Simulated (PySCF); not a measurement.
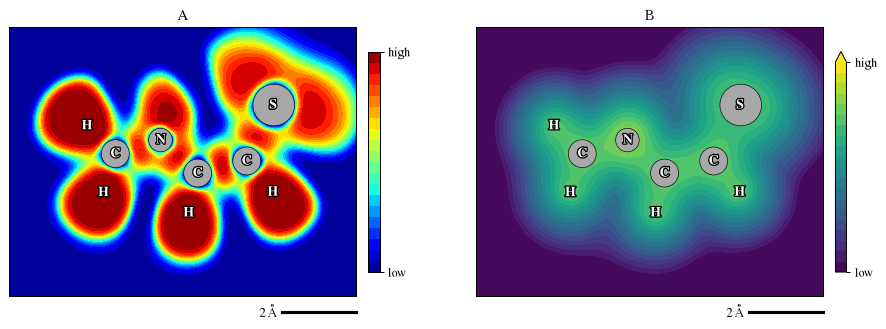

C₃H₄NS (SMILES C=N/C=C\[S-]) (charge −1): 2 fields on the molecular plane, with unlabelled colour scales. Grey discs cover the atomic cores.

Geometry: GFN2-xTB.

All numbers below come from PBE0/pcSseg-1, SCF density, gas phase, non-relativistic (PySCF).

The panels show electron density and electron localisation function in some order. Assign them.

Answer. Panel A: electron localisation function. Panel B: electron density. From the grid: C–N (1.27 Å): ρ is about 2.7 e/Å³ halfway; the ELF peaks at about 0.90 between the atoms, as expected for a covalent bond. C–C (1.37 Å): ρ is about 2.2 e/Å³ halfway; the ELF peaks at about 0.95 between the atoms; a covalent bond.
